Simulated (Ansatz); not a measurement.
Consider C2H7Si (doublet).

Input

```
crystal:
  periodic: [false, false, false]
  atoms:
    - {symbol: C, position_ang: [0.309472, -1.251474, 0.352199]}
    - {symbol: C, position_ang: [3.136105, -0.032797, 0.353350]}
    - {symbol: Si, position_ang: [1.598988, -0.393696, -0.665629]}
    - {symbol: H, position_ang: [-0.523772, -1.807278, -0.092271]}
    - {symbol: H, position_ang: [0.294218, -1.206600, 1.447356]}
    - {symbol: H, position_ang: [1.052625, 0.895755, -1.210945]}
    - {symbol: H, position_ang: [1.942667, -1.244391, -1.851099]}
    - {symbol: H, position_ang: [3.582931, -0.964445, 0.732894]}
    - {symbol: H, position_ang: [2.889757, 0.605517, 1.216151]}
    - {symbol: H, position_ang: [3.893863, 0.489933, -0.250039]}
basis:
  gaussian:
    orbitals: def2-TZVPD
magnetization:
  spin_polarized: true
  initial_magnetization: 1
hamiltonian:
  xc: {name: PBE0}
output: {forces: true, orbitals: {seedname: orbitals}}
```

Command:

```sh
ansatz run input.yaml --threads 2 --pin off --max-ram 4350MiB --events-out events.jsonl --progress --plain --runs-dir runs
```

Geometry: PBE0-D3(BJ)/def2-SVP.

These are results of isolated molecule in a Gaussian basis; Kohn-Sham density functional theory, functional PBE0 in Ansatz, not measurements.

What will maps of the electron density, electron localisation function and spin density show?

C–Si (1.85 Å): ρ at the midpoint is about 0.98 e/Å³; the ELF peaks at about 0.95 between the atoms, as expected for a covalent bond.
C–H (1.10 Å): ρ is about 1.9 e/Å³ halfway; the ELF climbs to about 1 towards the hydrogen, as it does in any bond to H: a covalent bond by its length.
The unpaired spin (1 electron) lies mostly on C1 (about 0.8) and Si3 (about 0.1), in electrons by Hirshfeld's partition.

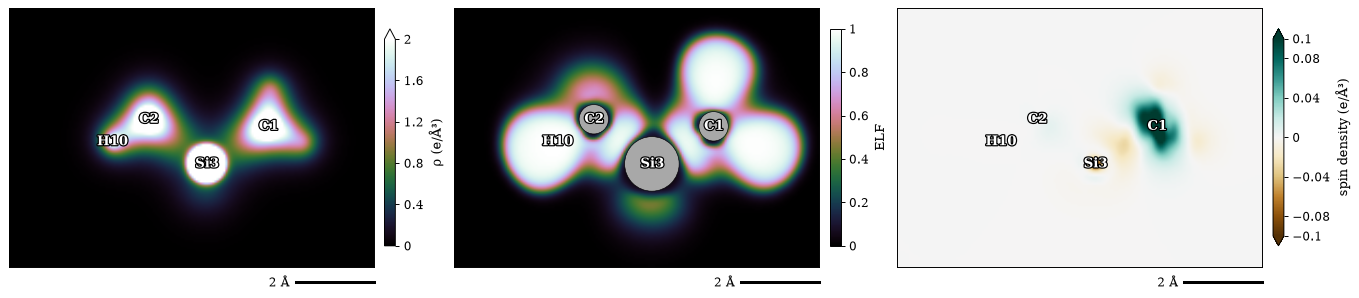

Computed electron density, electron localisation function and spin density on the plane of atoms C1, Si3 and C2, in this order. Grey discs cover the atomic cores in the ELF map. 
